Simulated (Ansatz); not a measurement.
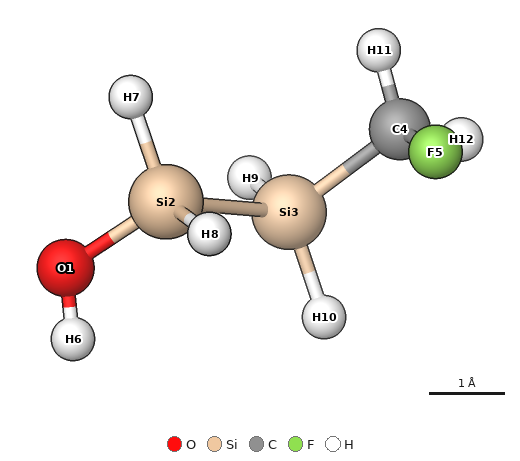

*The structure as given in the input (ball-and-stick view, seen at a tilt; atoms are numbered from 1 in the order of the input).*

Bond lengths as drawn: C–F 1.39 Å, C–H 1.09 to 1.10 Å, C–Si 1.90 Å, H–O 0.96 Å, H–Si 1.48 to 1.49 Å, O–Si 1.65 Å and Si–Si 2.35 Å.

## Single-point calculation of CH₇FOSi₂

System: CH₇FOSi₂, SMILES O[SiH2][SiH2]CF.
Method: RHF-MP2, frozen core/def2-QZVPP (Ansatz 0.2.0).

The geometry comes from this level: PBE0-D4/def2-TZVP.

## The input
```yaml
crystal:
  periodic: [false, false, false]
  atoms:
    - {symbol: O, position_ang: [-2.403234, -0.603789, 1.490936]}
    - {symbol: Si, position_ang: [-1.569954, -0.103806, 0.151638]}
    - {symbol: Si, position_ang: [0.756292, -0.223611, 0.467288]}
    - {symbol: C, position_ang: [1.676844, 0.263529, -1.125460]}
    - {symbol: F, position_ang: [1.243796, 1.509863, -1.569502]}
    - {symbol: H, position_ang: [-2.319572, -0.076767, 2.286437]}
    - {symbol: H, position_ang: [-1.979064, -1.026016, -0.937896]}
    - {symbol: H, position_ang: [-1.943830, 1.287581, -0.230001]}
    - {symbol: H, position_ang: [1.178974, -1.611615, 0.810729]}
    - {symbol: H, position_ang: [1.184736, 0.676345, 1.575876]}
    - {symbol: H, position_ang: [1.493853, -0.464491, -1.922717]}
    - {symbol: H, position_ang: [2.758160, 0.317479, -0.963429]}
basis:
  gaussian: {orbitals: "def2-QZVPP.json"}
correlation: {method: mp2}
```

Command:
```bash
ansatz run in.yaml --threads 4 --pin off --events-out ev --progress --plain --max-ram 10444MiB
```

## What the program printed
```
Functional definition: HF
  name "HF"
  cite "Fock, Z. Phys. 61, 126 (1930) doi:10.1007/BF01340294"
  parent pbe
  exchange = exact_x
  correlation = 0
3106 factors; integrals over basis functions are off by at most 9.2e-4 eV
mean field evaluation 1: about -21609.4318 eV, gradient 4.2e1 eV
mean field evaluation 2: about -21609.5682 eV, gradient 4.2e1 eV
mean field evaluation 4: about -21613.5139 eV, gradient 4.1e0 eV
mean field evaluation 8: about -21613.5880 eV, gradient 2.5e-1 eV
mean field -21613.58830155 eV, -794.2847198658 hartree, gradient 1.1e-6 eV, S^2 0.000000; 0 other end points of the search recorded, 0 dependent functions left out
13 core orbitals not correlated: weight in the atoms' cores, before any rotation towards them, 1.000 or more for the frozen orbitals, at most 0.000 for the correlated occupied ones
reference -21613.58830155 eV, -794.2847198658 hartree; 16, 16 occupied and 492, 492 virtual orbitals, 3106 factors
second order -26.74848332 eV of doubles, -0.00000000 eV of singles
Total energy: -21640.33678487 eV, -795.2677084969 hartree
```

## Results in brief

- outcome: converged
- total energy: −21640.3368 eV
- mean-field energy: −21613.5883 eV
- SCF solution under orbital rotations: stable
- hardware: 4 threads of Arm Neoverse V1, 23 GiB of memory available, shared host
- wall time: 30 s (CPU time 1.9 min)
- peak memory: 3.4 GiB
